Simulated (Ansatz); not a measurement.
C₂H₃AlClNO (SMILES [CH3][Al]([Cl])[N]=C=O)

Input

```
crystal:
  periodic: [false, false, false]
  atoms:
    - {symbol: C, position_ang: [0.690414, -1.301747, -0.923852]}
    - {symbol: Al, position_ang: [0.238505, -0.233133, 0.614123]}
    - {symbol: Cl, position_ang: [0.831507, -0.739558, 2.554254]}
    - {symbol: N, position_ang: [-0.709345, 1.244656, 0.450812]}
    - {symbol: C, position_ang: [-1.337944, 2.260808, 0.499030]}
    - {symbol: O, position_ang: [-1.952474, 3.250006, 0.527990]}
    - {symbol: H, position_ang: [1.285843, -0.718695, -1.632694]}
    - {symbol: H, position_ang: [1.256790, -2.194501, -0.653999]}
    - {symbol: H, position_ang: [-0.214796, -1.613937, -1.452765]}
basis:
  gaussian: {orbitals: def2-TZVPP}
hamiltonian: {xc: pbe0, dispersion: d4}
output: {orbitals: {seedname: orbitals}}
```

Launched as:

```sh
ansatz run in.yaml --threads 4 --pin off --events-out ev --progress --plain --max-ram 10444MiB
```

Geometry: PBE0-D4/def2-TZVP.

Method: Ansatz, RKS PBE0-D4/def2-TZVPP.

Q: What will maps of the electron density and electron localisation function show?

A: C–O (1.16 Å): ρ is about 3.7 e/Å³ halfway; the ELF peaks at about 0.85 between the atoms (a short, multiple covalent bond).
C–N (1.20 Å): ρ is about 3.2 e/Å³ halfway; the ELF peaks at about 0.85 between the atoms: a short, multiple covalent bond.
Al–N (1.76 Å): ρ at the midpoint is about 0.82 e/Å³; the ELF peaks at about 0.90 in the valence shell of N, 0.7 Å from its nucleus, and is about 0.60 at the midpoint.
C–Al (1.93 Å): ρ is about 0.75 e/Å³ halfway; the ELF peaks at about 0.95 between the atoms (a polar covalent bond).

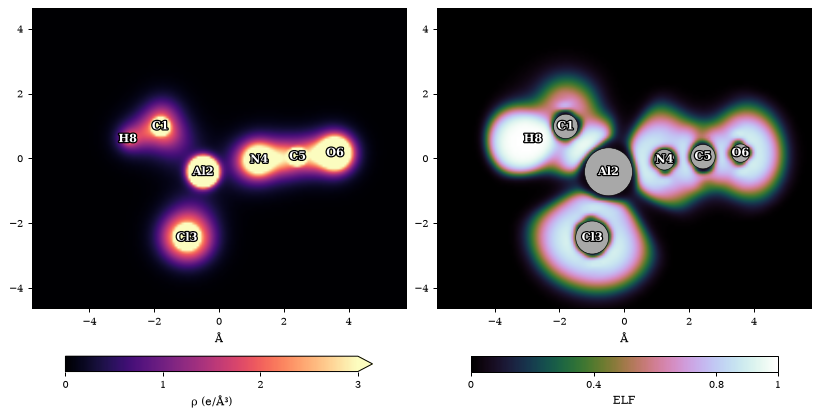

Computed electron density and electron localisation function on the plane of atoms C1, Al2 and Cl3, in this order. Grey discs cover the atomic cores in the ELF map. 
